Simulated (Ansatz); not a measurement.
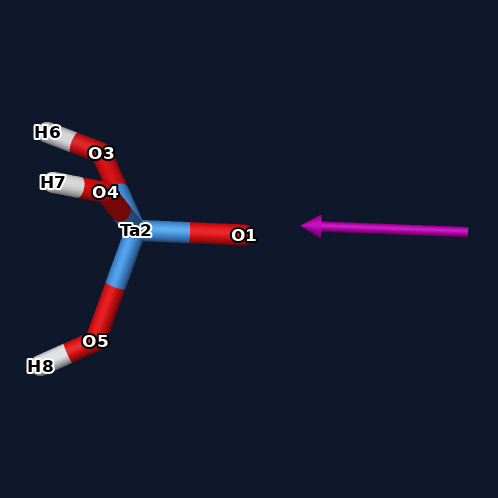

The arrow beside the molecule shows the direction of the dipole moment, from the negative to the positive end (its length means nothing). Charge 0, singlet. The computed structure is the end point of a PBE-D4/def2-SVP optimisation. No frequency run is at hand to confirm it as a minimum. Method: RKS PBE-D4/def2-SVP, core potentials on Ta (Ansatz 0.2.0).

How large is the dipole moment?

Answer. 6.82 D; it points from the side of O1 to the side of H6, H7, H8 (the outermost atoms at the two ends).
